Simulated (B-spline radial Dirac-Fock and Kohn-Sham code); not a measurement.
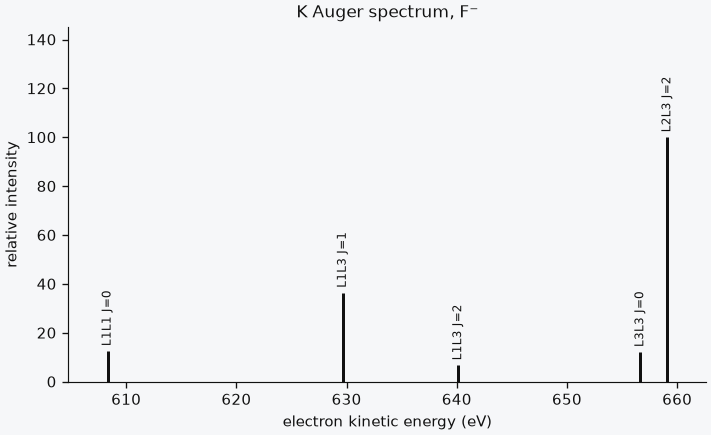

Figure. The Auger multiplet of a K hole with both final holes in L123, lines labelled by the leading pair of holes and J, as sticks. Kinetic energies count from the vacuum level; very weak lines are left out. Lines are named by their largest jj component, which in light atoms can differ from the customary names. Species: F⁻. Method: Dirac–Fock ΔSCF energies in intermediate coupling of the two holes, Coulomb rates, valence shells as spectators (computed with a B-spline radial code).

The strongest line is K-L2L3 J=2 at 659.1 eV (58 % of the multiplet), followed by K-L1L3 J=1 at 629.7 eV (21 %), K-L1L1 J=0 at 608.3 eV (7.2 %), K-L3L3 J=0 at 656.6 eV (7.0 %). The lines shown span 608.3 eV to 659.1 eV.
